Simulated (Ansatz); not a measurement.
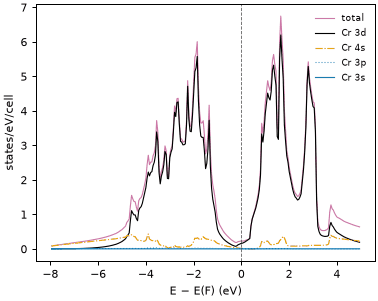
Fig. 1. Total and projected density of states of Cr (bcc (W type), Im-3m), DFT-r²SCAN+D4 in the program Ansatz with PAW potentials

Which orbitals carry the states next to the Fermi level?

Within 0.5 eV of the Fermi level: Cr 3d 78 %, Cr 4s 7 %, outside the projected shells 15 %. Projections are on Löwdin-orthogonalised atomic valence shells; empty p or d shells of many metals are not among them.

Where is the tallest occupied peak in this window, and what makes it?

Near -1.8 eV, about 6.0 states/eV per cell; the largest projected share is Cr 3d.

Symmetry was held in the r²SCAN+D4 relaxation, as lowered by the spin order. Magnetic state: antiferromagnetic, chosen from 3 collinear starts compared on coarse meshes (ties went to the first, and starts can fall back to one state), not a proven ground state. Textbook magnetic order: a spin-density-wave antiferromagnet. Other orbital occupations within this spin state were not tried. The pairwise dispersion correction was not fitted to metals.

Potentials: the later of the program's two PAW sets.
